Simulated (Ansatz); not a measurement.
**Si₂H₄O: functionals against CCSD(T) at one geometry**

How do the functionals fare away from a minimum? The structure is a structure displaced at random from a GFN2-xTB minimum.

Method: single points in def2-TZVPP; program: Ansatz 0.2.0, Gaussian basis.

Cores are frozen in the correlated methods.

### 1 The starting structure

7 atoms, charge 0, spin multiplicity 1.

Atoms are counted from 1 here; the program's logs count them from 0.

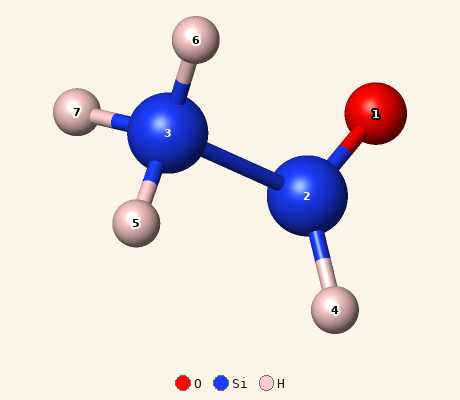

Start geometry, drawn with oxygen red, silicon blue, hydrogen pink; atoms are numbered from 1 in the order of the file.

Coordinates:

```xyz
7
H4OSi2
O    -1.04690   -1.97060    1.56710
Si   -0.71070   -1.22300    0.10910
Si    0.49850    0.91440   -0.04430
H    -1.35400   -1.45860   -1.26290
H     0.47960    1.26130   -1.40580
H     0.06800    1.89260    0.89200
H     1.88660    0.54920    0.20020
```

### 2 CCSD(T)/def2-TZVPP

run/in.yaml

```yaml
crystal:
  periodic: [false, false, false]
  atoms:
    - {symbol: O, position_ang: [-1.046900, -1.970600, 1.567100]}
    - {symbol: Si, position_ang: [-0.710700, -1.223000, 0.109100]}
    - {symbol: Si, position_ang: [0.498500, 0.914400, -0.044300]}
    - {symbol: H, position_ang: [-1.354000, -1.458600, -1.262900]}
    - {symbol: H, position_ang: [0.479600, 1.261300, -1.405800]}
    - {symbol: H, position_ang: [0.068000, 1.892600, 0.892000]}
    - {symbol: H, position_ang: [1.886600, 0.549200, 0.200200]}
basis:
  gaussian: {orbitals: def2-TZVPP}
correlation: {method: ccsd_t}
output: {forces: true}
```

The command line of these runs was not kept.

### 3 PBE0-D4/def2-TZVPP

Edit run/in.yaml of step 2 so:

```diff
@@ -12,3 +12,3 @@
   gaussian: {orbitals: def2-TZVPP}
-correlation: {method: ccsd_t}
-output: {forces: true}
+hamiltonian: {xc: pbe0, dispersion: d4}
+output: {forces: true, orbitals: {seedname: orbitals}}
```

### 4 wB97M-V/def2-TZVPP

Edit run/in.yaml of step 3 so:

```diff
@@ -12,3 +12,3 @@
   gaussian: {orbitals: def2-TZVPP}
-hamiltonian: {xc: pbe0, dispersion: d4}
-output: {forces: true, orbitals: {seedname: orbitals}}
+hamiltonian: {xc: {name: wB97M-V}}
+output: {forces: true}
```

### 5 r2SCAN-D4/def2-TZVPP

Edit run/in.yaml of step 4 so:

```diff
@@ -12,3 +12,3 @@
   gaussian: {orbitals: def2-TZVPP}
-hamiltonian: {xc: {name: wB97M-V}}
+hamiltonian: {xc: r2scan, dispersion: d4}
 output: {forces: true}
```

### 6 PBE-D4/def2-TZVPP

Edit run/in.yaml of step 5 so:

```diff
@@ -12,3 +12,3 @@
   gaussian: {orbitals: def2-TZVPP}
-hamiltonian: {xc: r2scan, dispersion: d4}
+hamiltonian: {xc: pbe, dispersion: d4}
 output: {forces: true}
```

### 7 r2SCAN0-D4/def2-TZVPP

Edit run/in.yaml of step 6 so:

```diff
@@ -12,3 +12,3 @@
   gaussian: {orbitals: def2-TZVPP}
-hamiltonian: {xc: pbe, dispersion: d4}
+hamiltonian: {xc: {name: r2SCAN0}, dispersion: d4}
 output: {forces: true}
```

### 8 r2SCANh-D4/def2-TZVPP

Edit run/in.yaml of step 7 so:

```diff
@@ -12,3 +12,3 @@
   gaussian: {orbitals: def2-TZVPP}
-hamiltonian: {xc: {name: r2SCAN0}, dispersion: d4}
+hamiltonian: {xc: {name: r2SCANh}, dispersion: d4}
 output: {forces: true}
```

(Steps that only read results are left out.)

Q: Predict the outcome of this session. Wanted: energy less free atoms, CCSD(T)/def2-TZVPP; RMS force component; RMS force error; HOMO and LUMO, PBE0-D4; T1 diagnostic.

As calculated:

| quantity | value |
| --- | --- |
| energy less free atoms, CCSD(T)/def2-TZVPP | -2022.5 kJ/mol |
| RMS force component | 1.525 to 1.859 eV/Å over the methods |
| RMS force error | PBE0-D4 0.217, wB97M-V 0.237, r2SCAN-D4 0.115, PBE-D4 0.156, r2SCAN0-D4 0.318, r2SCANh-D4 0.193 eV/Å |
| HOMO and LUMO, PBE0-D4 | -7.52 and -2.91 eV |
| T1 diagnostic | 0.027 |

What this shows: Against CCSD(T) the functionals' energies less atoms differ by -72.2 to +3.3 kJ/mol, PBE-D4 by -72.2 kJ/mol. CCSD(T) in triple zeta still lacks some correlation energy of the bonds, so part of these gaps is its own basis error and they don't rank the functionals. The forces of r2SCAN-D4 come nearest to CCSD(T), those of r2SCAN0-D4 are farthest. The T1 diagnostic is large here, over the usual mark for main-group molecules (transition-metal compounds often pass it harmlessly), so CCSD(T) itself may be off. The restricted Hartree–Fock reference is unstable towards an unrestricted one at one or more of these structures.
